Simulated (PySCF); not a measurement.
**Excited-state calculation of C4H7P2Si (charge −1)**

The run: excited-state calculation of C4H7P2Si, charge −1. Method and program: TDDFT CAM-B3LYP/def2-SVPD, vertical, gas phase, core orbitals frozen in the response (PySCF 2.14.0).

The geometry comes from this level: PBE0-D3(BJ)/def2-SVP.

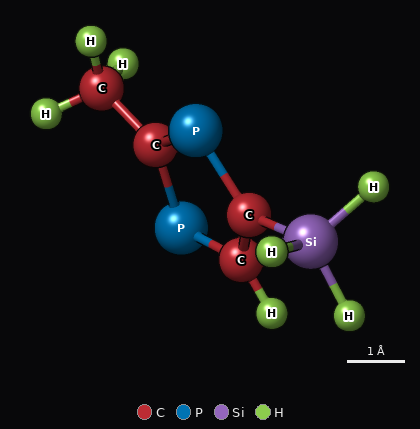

The structure as given in the input (ball-and-stick view, seen at a tilt).

**Input file**
```
{"job": {"kind": "uv", "xc": "CAM-B3LYP", "basis": "def2-SVPD", "ip": true, "dynamic": true}, "charge": -1, "multiplicity": 1}
C      3.319229     0.142380     0.571168
C      1.860984    -0.231725     0.504864
P      0.625297     0.983027     0.333953
C     -0.734755    -0.148488     0.335506
Si    -2.483503     0.406890     0.195023
C     -0.386520    -1.500171     0.463134
P      1.312807    -1.898665     0.599083
H      3.912446    -0.346592    -0.222716
H      3.460827     1.230901     0.460132
H      3.782551    -0.149379     1.531349
H     -2.827440     1.149573    -1.073174
H     -2.957698     1.331952     1.289550
H     -3.425457    -0.769517     0.234063
H     -1.150155    -2.289811     0.476504
```

The first line tells a small driver script what to run in PySCF; the rest is the geometry in Å.

Machine: 1 CPU thread, shared host.

Command:
```bash
OMP_NUM_THREADS=1 python <driver script> task.json out
```

**The program's output**
```
coarse grid: 13560 points
cycle   1  E = -1128.1839875443  dE =  7.408e-01  |g| = 3.903e-01  |ddm| = 5.621e+00
cycle   2  E = -1128.1905780865  dE = -6.591e-03  |g| = 4.144e-01  |ddm| = 2.212e+00
cycle   3  E = -1128.2398991907  dE = -4.932e-02  |g| = 7.154e-02  |ddm| = 8.591e-01
cycle   4  E = -1128.2411563297  dE = -1.257e-03  |g| = 2.797e-02  |ddm| = 2.064e-01
cycle   5  E = -1128.2413948704  dE = -2.385e-04  |g| = 7.220e-03  |ddm| = 9.579e-02
cycle   6  E = -1128.2414064491  dE = -1.158e-05  |g| = 4.507e-03  |ddm| = 2.136e-02
cycle   7  E = -1128.2414121915  dE = -5.742e-06  |g| = 4.588e-04  |ddm| = 9.445e-03
final grid: 118216 points
cycle   8  E = -1128.3877537633  dE = -1.767e-05  |g| = 2.235e-03  |ddm| = 6.155e-02
cycle   9  E = -1128.3877534655  dE =  2.978e-07  |g| = 2.526e-03  |ddm| = 1.020e-02
cycle  10  E = -1128.3877551871  dE = -1.722e-06  |g| = 3.096e-04  |ddm| = 3.968e-03
cycle  11  E = -1128.3877552114  dE = -2.431e-08  |g| = 1.557e-04  |ddm| = 8.413e-04
cycle  12  E = -1128.3877552180  dE = -6.608e-09  |g| = 6.377e-05  |ddm| = 4.351e-04
cycle  13  E = -1128.3877552192  dE = -1.143e-09  |g| = 1.121e-05  |ddm| = 1.140e-04
cycle  14  E = -1128.3877552193  dE = -1.198e-10  |g| = 5.784e-06  |ddm| = 7.939e-05
```

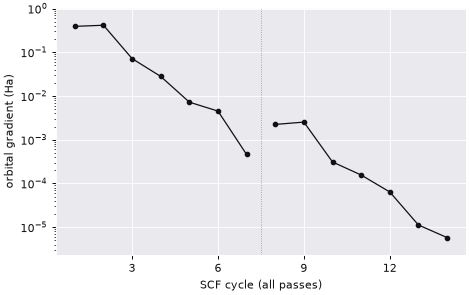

Convergence of the self-consistent field: orbital gradient against the SCF cycle. The dotted line marks the change from a coarse to the final integration grid. The first 7 cycles use a coarse grid, the final grid takes over at cycle 8, and the field converges after 14 cycles in all.

```
converged SCF energy = -1128.3877552193

Static polarisability (au): isotropic 141.987, principal 94.117 147.421 184.423

Singlet excitations
state   eV       nm        f      main configurations
  1   4.3590    284.4   0.07125   H->L+1 0.87, H-1->L+4 0.08
  2   4.5949    269.8   0.00093   H->L 0.67, H->L+3 0.24
  3   4.6368    267.4   0.02477   H->L+4 0.64, H-1->L+1 0.31
  4   4.7766    259.6   0.00016   H->L+2 0.78
  5   5.0712    244.5   0.00006   H-2->L+1 0.84, H->L+5 0.08
  6   5.1285    241.8   0.00052   H->L+3 0.53, H->L 0.19, H->L+5 0.13
  7   5.1843    239.2   0.26187   H-1->L+1 0.58, H->L+4 0.28
  8   5.2403    236.6   0.00005   H-1->L+2 0.45, H->L+5 0.15, H->L+3 0.11
  9   5.2966    234.1   0.00084   H->L+5 0.47, H-1->L+2 0.32
 10   5.3514    231.7   0.00021   H-1->L 0.65, H-1->L+3 0.21

Triplet excitations (Tamm-Dancoff, eV): 3.1674 3.4317 3.7854 4.2339
Vertical ionisation energy (delta-SCF) = 2.8076 eV
```

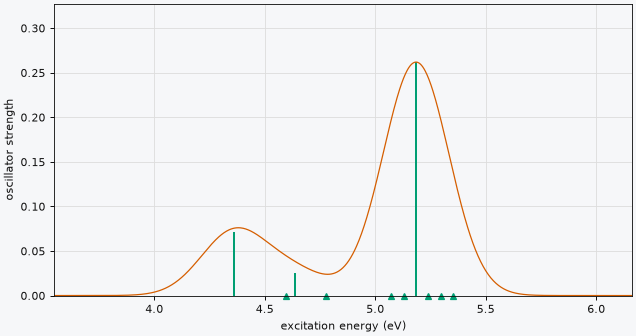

Computed excitations as sticks (degenerate states added up, dark ones marked on the axis), with a Gaussian envelope of 0.35 eV full width at half maximum, scaled to the tallest. Of the 10 states the lowest lies at 4.36 eV (f = 0.071); the strongest line is at 5.18 eV, or 239 nm (f = 0.262).

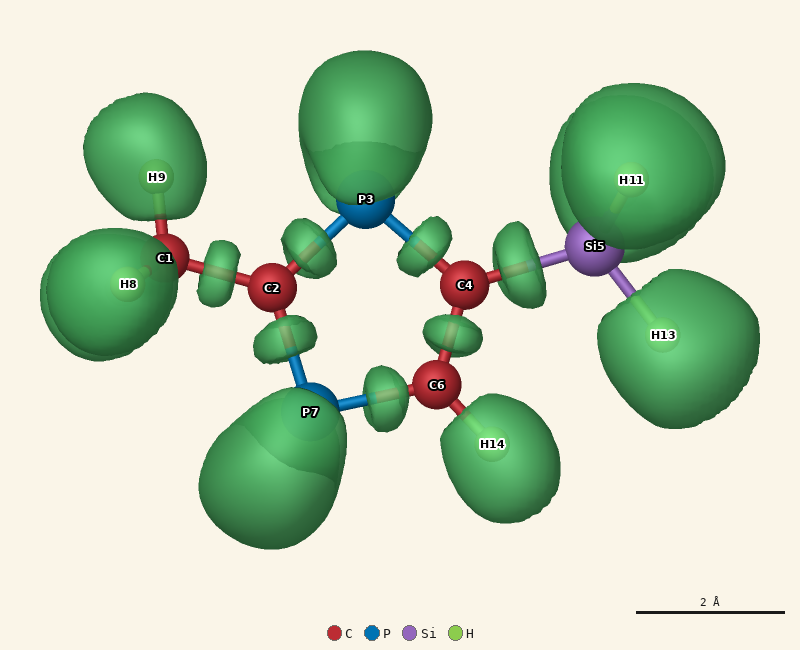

Isosurface of the electron localisation function at 0.8 (green), seen face on. Core shells and regions of very low density are left out. C–P (1.74 Å): the ELF peaks at about 0.95 between the atoms, which marks a covalent bond.

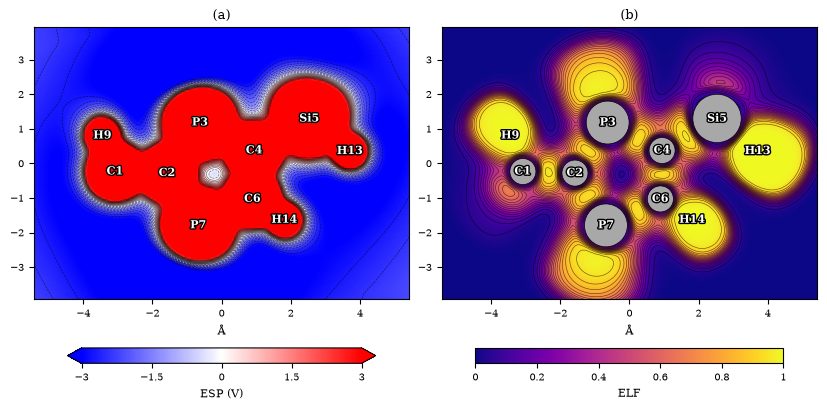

(a) electrostatic potential; (b) electron localisation function on the plane of atoms P3, C4 and C6. Grey discs, where drawn, cover atomic cores. The section cuts through C, P, Si and H sites. C–P (1.74 Å): the ELF peaks at about 0.95 between the atoms (a covalent bond). C–Si (1.84 Å): the ELF peaks at about 0.95 between the atoms, which marks a shared electron pair. C–C (1.51 Å): the ELF peaks at about 0.95 between the atoms, which marks a covalent bond.

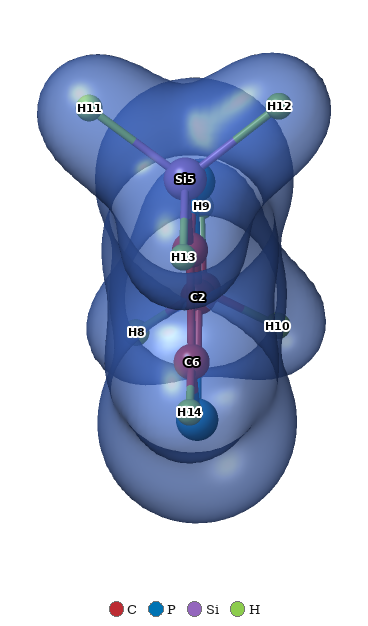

Isosurface of the electron density at 0.2 e/Å³ (blue), seen at an oblique angle. At this value the surface is in one piece. On the grid the lowest density along these lines, outside the cores, is 2 e/Å³ (C–C, 1.40 Å), 1.1 e/Å³ (C–P, 1.74 Å), 0.85 e/Å³ (C–Si, 1.84 Å) and 1.8 e/Å³ (C–H, 1.10 Å).

**Summary**

| quantity | value |
| --- | --- |
| outcome | converged |
| total energy | −1128.387755 hartree |
| HOMO | −2.27 eV |
| LUMO | 4.47 eV |
| mean polarisability | 141.99 a.u. |
| vertical ionisation energy | 2.81 eV |
| lowest singlet excitation | 4.36 eV |
| wall time | 2.3 min |
| peak memory | 0.98 GiB |
